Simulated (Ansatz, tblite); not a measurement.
# Ga10As10 zinc blende bond sphere (Ga₁₀As₁₀H₃₀): spin states and exact exchange

Is the singlet the ground state of Ga10As10 zinc blende bond sphere (Ga₁₀As₁₀H₃₀)? Other spin states are computed and compared level by level.

Method: as each input shows; program: Ansatz 0.2.0, Gaussian basis.

Levels to be run: triplet, at the geometry of the singlet (GFN1-xTB, GFN2-xTB, PBE0-D4/def2-TZVP, PBE-D4/def2-TZVP); the singlet's energies come from earlier runs.

1 further run of the same task is left out (set aside as unsound or not needed). Runs told in other sessions of the task aren't counted.

**1. The structure**

The geometry is that of the singlet, from an earlier relaxation (PBE-D4/def2-SVP).

50 atoms, charge 0, spin multiplicity 1.

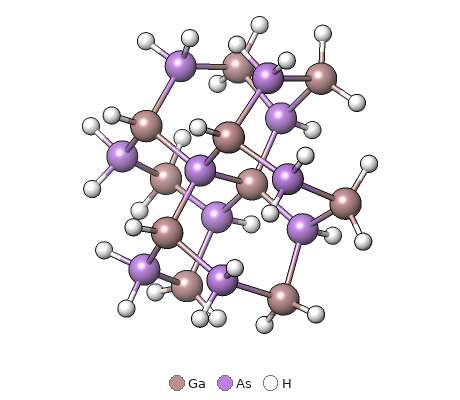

The structure; gallium pink, arsenic purple, hydrogen white.

**2. Triplet at the fixed geometry, GFN1-xTB**

Tight binding, by tblite at 300 K electronic temperature and without a spin-polarisation term:

```python
tblite.interface.Calculator('GFN1-xTB', numbers, positions, charge=0, uhf=2).singlepoint()
```

Energy -1451.0094 eV; 0.65 s.

**3. Triplet at the fixed geometry, GFN2-xTB**

Tight binding, by tblite at 300 K electronic temperature and without a spin-polarisation term:

```python
tblite.interface.Calculator('GFN2-xTB', numbers, positions, charge=0, uhf=2).singlepoint()
```

Energy -1380.8874 eV; 0.52 s.

**4. Triplet at the fixed geometry, PBE0-D4/def2-TZVP**

The input, in.yaml:

```yaml
crystal:
  periodic: [false, false, false]
  atoms:
    - {symbol: Ga, position_ang: [-2.205284, -2.207102, -0.593959]}
    - {symbol: Ga, position_ang: [-2.288323, 0.976523, -3.790855]}
    - {symbol: Ga, position_ang: [-2.205972, 0.590197, 2.201017]}
    - {symbol: Ga, position_ang: [-2.291844, 3.783303, -0.982658]}
    - {symbol: Ga, position_ang: [0.976860, -2.297333, -3.784891]}
    - {symbol: Ga, position_ang: [0.589584, -2.206731, 2.203381]}
    - {symbol: Ga, position_ang: [3.785163, -2.293088, -0.975884]}
    - {symbol: Ga, position_ang: [0.690296, 0.688090, -0.692513]}
    - {symbol: Ga, position_ang: [0.976480, 3.784845, 2.286874]}
    - {symbol: Ga, position_ang: [3.783876, 0.977374, 2.292757]}
    - {symbol: As, position_ang: [-3.372119, -0.735450, -2.237725]}
    - {symbol: As, position_ang: [-0.730842, -3.382817, -2.228725]}
    - {symbol: As, position_ang: [-0.736892, -0.738203, 0.733589]}
    - {symbol: As, position_ang: [-0.833249, 2.066730, -2.072019]}
    - {symbol: As, position_ang: [-3.377117, 2.226841, 0.725189]}
    - {symbol: As, position_ang: [-0.732917, 2.229749, 3.371736]}
    - {symbol: As, position_ang: [2.067817, -0.838827, -2.069422]}
    - {symbol: As, position_ang: [2.228461, -3.379336, 0.731059]}
    - {symbol: As, position_ang: [2.228614, -0.733585, 3.374785]}
    - {symbol: As, position_ang: [2.068479, 2.066341, 0.832606]}
    - {symbol: H, position_ang: [-3.160079, -3.156392, 0.227203]}
    - {symbol: H, position_ang: [-1.498033, 0.089411, -4.819951]}
    - {symbol: H, position_ang: [-3.443439, 1.994718, -4.138434]}
    - {symbol: H, position_ang: [-3.158496, -0.230044, 3.153369]}
    - {symbol: H, position_ang: [-3.444523, 4.132408, -2.003202]}
    - {symbol: H, position_ang: [-1.504590, 4.811767, -0.092197]}
    - {symbol: H, position_ang: [0.083984, -1.509642, -4.811129]}
    - {symbol: H, position_ang: [1.997722, -3.449111, -4.136145]}
    - {symbol: H, position_ang: [-0.232451, -3.157787, 3.155663]}
    - {symbol: H, position_ang: [4.139316, -3.445659, -1.994722]}
    - {symbol: H, position_ang: [4.809191, -1.502204, -0.083293]}
    - {symbol: H, position_ang: [0.086888, 4.812016, 1.496829]}
    - {symbol: H, position_ang: [1.995309, 4.135981, 3.440451]}
    - {symbol: H, position_ang: [4.814460, 0.088897, 1.505933]}
    - {symbol: H, position_ang: [4.129192, 1.997177, 3.447212]}
    - {symbol: H, position_ang: [-4.192460, -1.713317, -3.077126]}
    - {symbol: H, position_ang: [-4.554876, -0.136206, -1.482434]}
    - {symbol: H, position_ang: [-1.706654, -4.207425, -3.066258]}
    - {symbol: H, position_ang: [-0.131280, -4.561679, -1.467808]}
    - {symbol: H, position_ang: [0.140762, 2.900530, -2.904588]}
    - {symbol: H, position_ang: [-4.553521, 1.465540, 0.121116]}
    - {symbol: H, position_ang: [-4.206171, 3.062768, 1.698602]}
    - {symbol: H, position_ang: [-1.708699, 3.067442, 4.196215]}
    - {symbol: H, position_ang: [-0.131990, 1.471285, 4.551597]}
    - {symbol: H, position_ang: [2.901793, 0.132564, -2.904886]}
    - {symbol: H, position_ang: [1.469320, -4.558596, 0.129870]}
    - {symbol: H, position_ang: [3.065219, -4.203677, 1.707762]}
    - {symbol: H, position_ang: [3.065854, -1.710090, 4.198822]}
    - {symbol: H, position_ang: [1.469665, -0.133494, 4.554701]}
    - {symbol: H, position_ang: [2.903117, 2.899300, -0.140413]}
basis:
  gaussian: {orbitals: def2-TZVP, fitting: {mean_field: def2-universal-jkfit}}
magnetization: {spin_polarized: true, initial_magnetization: 2}
hamiltonian: {xc: pbe0, dispersion: d4}
scf: {omitted_lower_state_checks: [starts]}
output: {orbitals: {seedname: orbitals}}
```

Started as:

```sh
> ansatz run in.yaml --threads 11 --pin off --events-out ev --progress --plain --max-ram 110592MiB --backend cuda --devices 0, --max-vram 75GiB
```

The program printed:

```text
Functional definition: PBE0
  name "PBE0"
  cite "Adamo & Barone, J. Chem. Phys. 110, 6158 (1999) doi:10.1063/1.478522"
  cite "Perdew, Burke & Ernzerhof, Phys. Rev. Lett. 77, 3865 (1996) doi:10.1103/PhysRevLett.77.3865"
  parent pbe
  parameter a = 0.25
  parameter kappa = 0.804
  parameter beta = 0.06672455060314922
  exchange = (1 - a)*pbe_x(kappa = kappa, mu = beta*pi^2/3) + a*exact_x
  correlation = pbe_c(beta = beta)
these checks for a lower state are left out or cut short: starts
5860 factors; integrals over basis functions are off by at most 6.2e-1 eV
mean field evaluation 1: about -1132540.8926 eV, gradient 5.3e1 eV
mean field evaluation 2: about -1132534.7564 eV, gradient 7.0e1 eV
mean field evaluation 4: about -1132546.7872 eV, gradient 9.6e0 eV
mean field evaluation 8: about -1132547.4280 eV, gradient 6.7e-1 eV
mean field evaluation 16: about -1132547.4338 eV, gradient 8.7e-2 eV
mean field evaluation 32: about -1132547.4364 eV, gradient 3.3e-2 eV
mean field -1132547.43714356 eV, -41620.3506468011 hartree, gradient 6.2e-6 eV, S^2 2.005789; 0 other end points of the search recorded, 0 dependent functions left out
reference -1132547.43723008 eV, -41620.3506499807 hartree; 336, 334 occupied and 804, 806 virtual orbitals, 5860 factors
Total energy: -1132551.21196279 eV, -41620.4893688489 hartree
Checks for a lower state left out: starts
```

Wall time 69 s (1 × H100 with 11 threads of AMD EPYC 7R13, shared host); peak host memory 2.1 GiB.

HOMO -2.75 eV, LUMO -5.94 eV (over both spins; with the spin held, an empty level of the minority spin lies below the top filled one); ⟨S²⟩ 2.006 (pure: 2.00).

**5. Triplet at the fixed geometry, PBE-D4/def2-TZVP**

start.molden holds the orbitals of an earlier run on this state, given as this run's starting guess.

in.yaml, as its differences from that of step 4:

```diff
@@ -54,5 +54,5 @@
 basis:
-  gaussian: {orbitals: def2-TZVP, fitting: {mean_field: def2-universal-jkfit}}
+  gaussian: {orbitals: def2-TZVP, fitting: {mean_field: def2-universal-jkfit}, initial_orbitals: start.molden}
 magnetization: {spin_polarized: true, initial_magnetization: 2}
-hamiltonian: {xc: pbe0, dispersion: d4}
+hamiltonian: {xc: pbe, dispersion: d4}
 scf: {omitted_lower_state_checks: [starts]}
```

Same command.

The program printed:

```text
Functional definition: PBE
  name "PBE"
  cite "Perdew, Burke & Ernzerhof, Phys. Rev. Lett. 77, 3865 (1996) doi:10.1103/PhysRevLett.77.3865"
  parent pbe
  parameter kappa = 0.804
  parameter beta = 0.06672455060314922
  exchange = pbe_x(kappa = kappa, mu = beta*pi^2/3)
  correlation = pbe_c(beta = beta)
these checks for a lower state are left out or cut short: starts
5860 factors; integrals over basis functions are off by at most 6.2e-1 eV
mean field evaluation 1: about -1132517.0844 eV, gradient 2.5e1 eV
mean field evaluation 2: about -1132518.1665 eV, gradient 1.4e0 eV
mean field evaluation 4: about -1132518.2059 eV, gradient 3.7e-1 eV
mean field evaluation 8: about -1132518.2199 eV, gradient 1.8e-2 eV
mean field evaluation 16: about -1132518.2199 eV, gradient 6.5e-4 eV
mean field -1132518.21988306 eV, -41619.2769322820 hartree, gradient 1.8e-6 eV, S^2 2.001787; 0 other end points of the search recorded, 0 dependent functions left out
reference -1132518.22000053 eV, -41619.2769365986 hartree; 336, 334 occupied and 804, 806 virtual orbitals, 5860 factors
Total energy: -1132522.32560566 eV, -41619.4278148044 hartree
Checks for a lower state left out: starts
```

Run time: 17 s. Hardware: 1 × H100 with 11 threads of AMD EPYC 7R13, shared host; peak host memory 2 GiB.

From the report: HOMO -2.49 eV, LUMO -6.11 eV (over both spins; with the spin held, an empty level of the minority spin lies below the top filled one); ⟨S²⟩ 2.002 (pure: 2.00).

**6. Triplet less singlet, vertical**

The singlet's energies are those of its earlier runs, whose logs aren't repeated here.

| level | triplet less singlet, vertical (eV) | time |
| --- | --- | --- |
| GFN1-xTB | +3.601 | 1 s |
| GFN2-xTB | +3.595 | 0.88 s |
| PBE-D4/def2-TZVP | +3.669 | 23 s |
| PBE0-D4/def2-TZVP | +4.339 | 84 s |

Times add the two runs; a level without a time comes out of a correlated run. Tight binding without a spin term can't rank spin states.

**7. Results**

| quantity | value |
| --- | --- |
| triplet less singlet, vertical, functionals in def2-TZVP | +3.669 (PBE-D4) to +4.339 eV (PBE0-D4) |

All functionals put the triplet above the singlet, over a spread of 0.670 eV. The checks for a lower triplet were left out, so another state of that spin may lie lower. These are electronic energies, without zero-point motion, entropy or surroundings.
